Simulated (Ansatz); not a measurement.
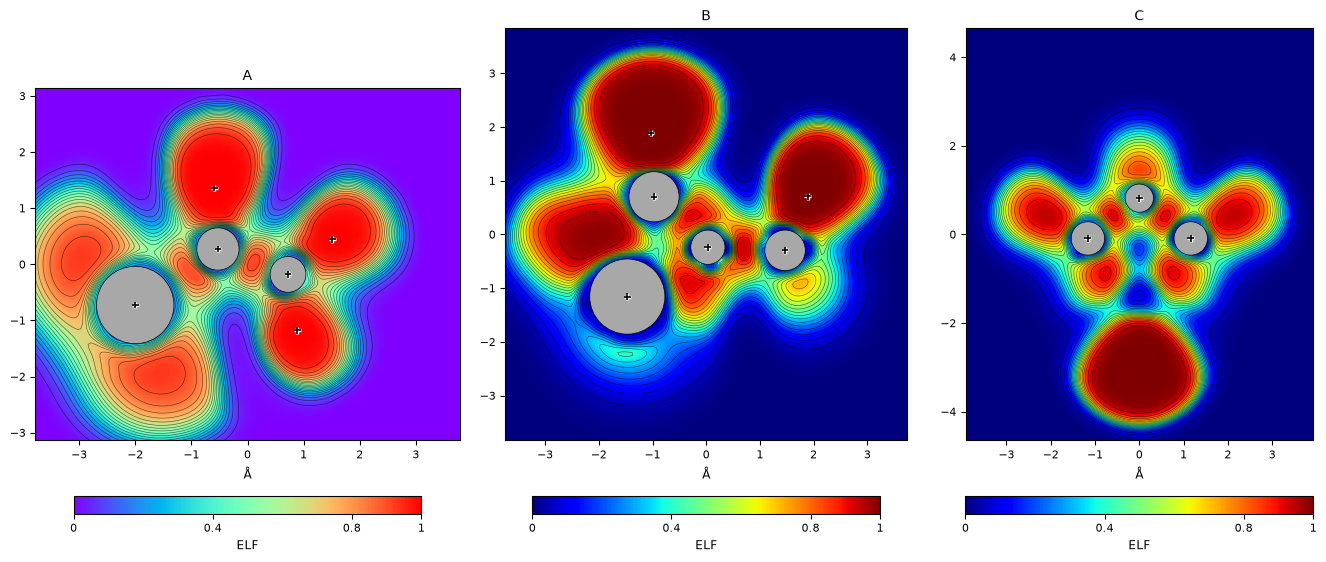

The ELF of 3 systems, each on a plane through atoms (crosses mark nuclei in the plane; grey discs cover the cores).

Computed with Ansatz, RKS PBE0-D4/def2-TZVPP.

System 1: CH₃NSe (SMILES NC=[Se]), the molecular plane. Geometry: PBE0-D4/def2-TZVP.

| atom | x (Å) | y (Å) | z (Å) |
| --- | --- | --- | --- |
| N | -0.2023 | -0.4164 | 0.5824 |
| C | 0.0247 | 0.3550 | -0.4749 |
| Se | 1.6166 | 0.7146 | -1.1844 |
| H | -1.1321 | -0.5769 | 0.9309 |
| H | 0.5757 | -0.8544 | 1.0503 |
| H | -0.8827 | 0.7781 | -0.9043 |

System 2: C₂H₇NSi, the plane of atoms C1, N2 and C3. Geometry: PBE0-D4/def2-TZVP.

| atom | x (Å) | y (Å) | z (Å) |
| --- | --- | --- | --- |
| C | -0.3739 | 1.0962 | -0.2613 |
| N | -0.4983 | 0.3153 | 0.9837 |
| C | 0.3803 | -0.8481 | 0.7607 |
| Si | 0.0799 | -0.5454 | -1.0803 |
| H | -1.2890 | 1.6230 | -0.5373 |
| H | 0.4636 | 1.8096 | -0.2693 |
| H | -0.3101 | 0.8345 | 1.8324 |
| H | 1.4313 | -0.6853 | 1.0421 |
| H | 0.0235 | -1.7608 | 1.2414 |
| H | 1.2237 | -0.6018 | -2.0318 |
| H | -1.0656 | -1.2942 | -1.6595 |

System 3: CH₆BNSi, the plane of atoms C1, N2 and B3. Geometry: PBE0-D4/def2-TZVP.

| atom | x (Å) | y (Å) | z (Å) |
| --- | --- | --- | --- |
| C | 0.0844 | 1.4443 | 0.0636 |
| N | -0.0321 | 0.0143 | 0.1588 |
| B | -0.3393 | -0.9440 | 1.0951 |
| Si | 0.0920 | -1.5228 | -0.6883 |
| H | -0.6139 | 1.8358 | -0.6809 |
| H | 1.0944 | 1.7256 | -0.2460 |
| H | -0.1309 | 1.9114 | 1.0273 |
| H | -0.6412 | -0.9469 | 2.2450 |
| H | -0.8859 | -1.7095 | -1.7934 |
| H | 1.4555 | -1.8592 | -1.1783 |

Which map belongs to which system?

Answer. Panel A is system 1, CH₃NSe: the plane holds N, C, Se and H. C–N (1.33 Å): the ELF peaks at about 0.90 between the atoms (localised, covalent bonding). Panel B is system 3, CH₆BNSi: the plane holds C, N, B, Si and H. B–N (1.37 Å): the ELF peaks at about 0.90 between the atoms; a polar covalent bond. Panel C is system 2, C₂H₇NSi: the plane holds C and N. C–N (1.47 Å): the ELF peaks at about 0.90 between the atoms, as expected for a shared electron pair.
